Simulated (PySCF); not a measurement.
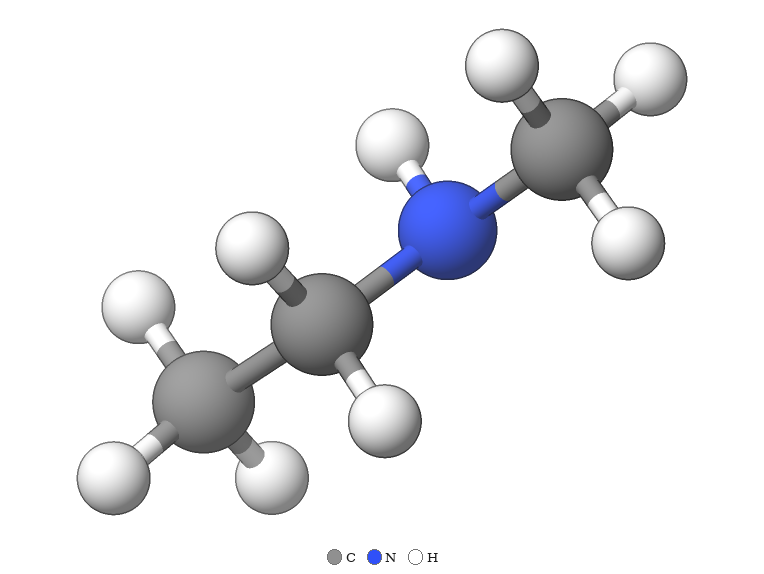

A ball-and-stick model of a molecule.

Computed geometry: GFN2-xTB optimisation. No frequency run is at hand to confirm it as a minimum.

Identify the structure.

Formula C3H9N. SMILES: `CCNC`. It has no ring. Among its groups: secondary amine. This geometry has C1 symmetry. Coordination: 3 C tetrahedral; 1 N trigonal pyramidal.

More results for the same structure follow; atom numbers are the same in all pictures, views and colours differ.

Shape

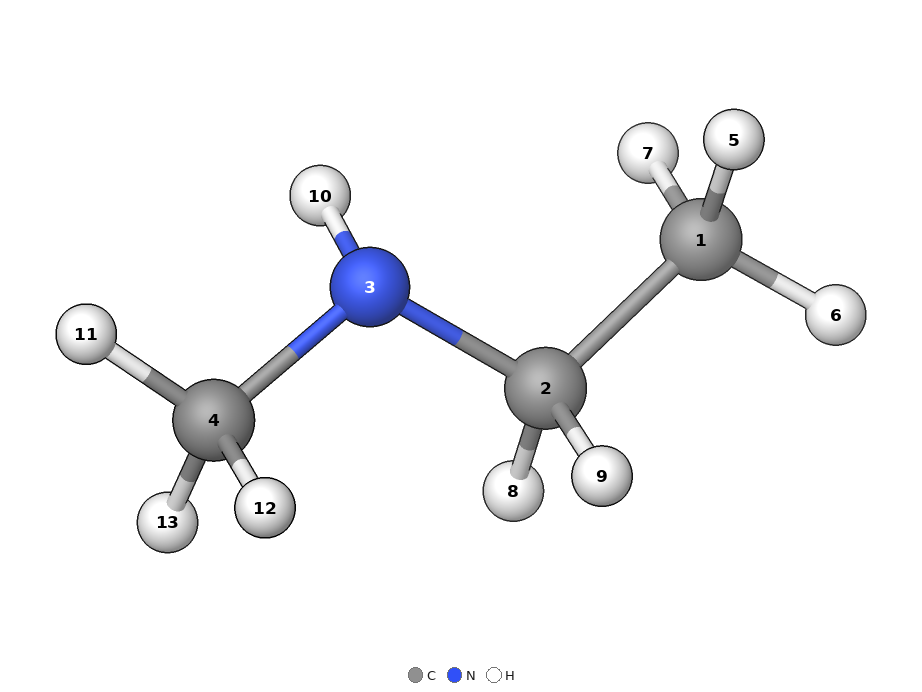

Numbered structure. No frequency run is at hand to confirm it as a minimum.

What are the angles C2–C1–H5, C2–C1–H6, C2–C1–H7, C1–C2–N3, C1–C2–H8, C1–C2–H9, N3–C2–H8, N3–C2–H9, C2–N3–C4, C2–N3–H10, C4–N3–H10, N3–C4–H11, N3–C4–H12, N3–C4–H13?

```tsv
angle	degrees
C2–C1–H5	109.7
C2–C1–H6	110.4
C2–C1–H7	110.5
C1–C2–N3	110.3
C1–C2–H8	109.7
C1–C2–H9	109.7
N3–C2–H8	112.2
N3–C2–H9	107.3
C2–N3–C4	113.2
C2–N3–H10	109.1
C4–N3–H10	109.6
N3–C4–H11	109.0
N3–C4–H12	108.7
N3–C4–H13	113.6
```

Spin–spin coupling

No frequency run is at hand to confirm it as a minimum. Method: B3LYP/pcJ-1 indirect spin-spin coupling, non-relativistic, gas phase (PySCF 2.14.0). Isotopes: 13C, 1H, 15N.

Give the spin–spin coupling constants of these pairs, with the number of bonds between them: N3/C4, C1/N3, N3/H12, N3/H9, N3/H7, N3/H6.

```json
{"pair": "N3, C4", "bonds apart": "1", "J (Hz)": "−4.2"}
{"pair": "C1, N3", "bonds apart": "2", "J (Hz)": "−3.5"}
{"pair": "N3, H12", "bonds apart": "2", "J (Hz)": "−2.1"}
{"pair": "N3, H9", "bonds apart": "2", "J (Hz)": "−3.1"}
{"pair": "N3, H7", "bonds apart": "3", "J (Hz)": "−1.8"}
{"pair": "N3, H6", "bonds apart": "3", "J (Hz)": "−8.3"}
```

Electronic properties

No frequency run is at hand to confirm it as a minimum. Method: B3LYP/pcJ-1, gas phase (PySCF 2.14.0).

Computed properties:

- dipole moment: 0.95 D
- HOMO energy (Kohn–Sham orbital): −6.05 eV
- LUMO energy (Kohn–Sham orbital): 1.26 eV
- HOMO–LUMO gap: 7.31 eV

NMR shielding

The questions are on isotropic NMR shieldings of the C atoms. No frequency run is at hand to confirm it as a minimum. Method: GIAO PBE0/pcSseg-1 NMR shielding, non-relativistic, gas phase (PySCF 2.14.0).

Give the isotropic NMR shieldings of the C atoms atom by atom.

| atom | σ (ppm) |
| --- | --- |
| C1 | 168.6 |
| C2 | 135.3 |
| C4 | 146.6 |
